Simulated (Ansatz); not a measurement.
Fields on a plane of Co2P (space group Pnma)

```xyz
12
Lattice="5.4146 0.0000 0.0000 0.0000 3.4699 0.0000 0.0000 0.0000 6.5265" Properties=species:S:1:pos:R:3 pbc="T T T"
Co     2.8827     2.6024     1.1090
Co     2.5319     0.8675     5.4175
Co     5.2391     0.8675     4.3723
Co     0.1754     2.6024     2.1542
Co     4.6270     0.8675     0.4236
Co     0.7876     2.6024     6.1029
Co     3.4949     2.6024     3.6869
Co     1.9197     0.8675     2.8396
P      1.3562     0.8675     0.7906
P      4.0584     2.6024     5.7360
P      1.3511     2.6024     4.0538
P      4.0635     0.8675     2.4727
```

The slice is a (1 0 -1) plane (indices of the conventional cell) through the point (0.145, 0.750, 0.935) (fractional), spanned by u = [010] and v = [101] in vectors of this cell: u (3.47 Å) and v (8.48 Å, at 90° to u). It covers one period; positions are fractions (u, v).

Atoms on it: Co at (0.00, 0.00). Other atoms lie within 1 Å of the plane.

The numbers are results of PBEsol (plane waves to 420 eV, PAW, scalar-relativistic; Ansatz, a program for electronic structure), not measurements. k mesh 7×11×6. Inside the PAW spheres the values are not all-electron values, and peaks at nuclei hang on which shells count as valence. Co2P is run without spin polarisation. Co2P was relaxed with its symmetry unable to fall.

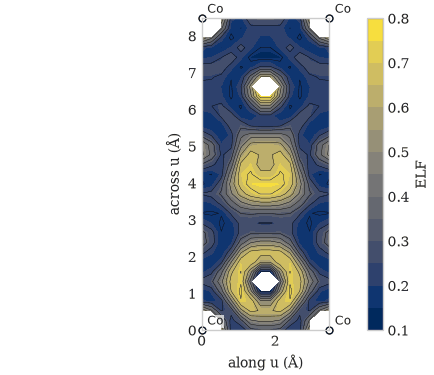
Figure. Electron localisation function (ELF), one period of the plane, atoms marked. Points within 0.4 Å of a nucleus are left white, as the pseudised field means little there.

```tsv
v \ u	0.00	0.15	0.31	0.46	0.62	0.77	0.92
0.88	-0.4	-0.5	-0.5	-0.4	-0.4	-0.5	-0.4
0.75	-0.7	-0.6	0.1	1.1	0.6	-0.4	-0.7
0.62	0.3	-0.1	-0.4	-0.4	-0.4	-0.3	0.2
0.50	-0.1	-0.3	-0.2	-0.1	-0.1	-0.3	-0.2
0.38	-0.3	-0.4	-0.5	-0.4	-0.5	-0.5	-0.3
0.25	0.2	-0.2	-0.3	-0.2	-0.3	-0.3	0.1
0.12	-0.4	-0.4	-0.1	-0.3	-0.2	-0.2	-0.4
0.00	1.8	0.8	-0.4	-0.6	-0.5	0.0	1.5
```

Values: log₁₀ of the valence density in e/Å³. The scale is logarithmic, as a density can span decades between atoms and voids.
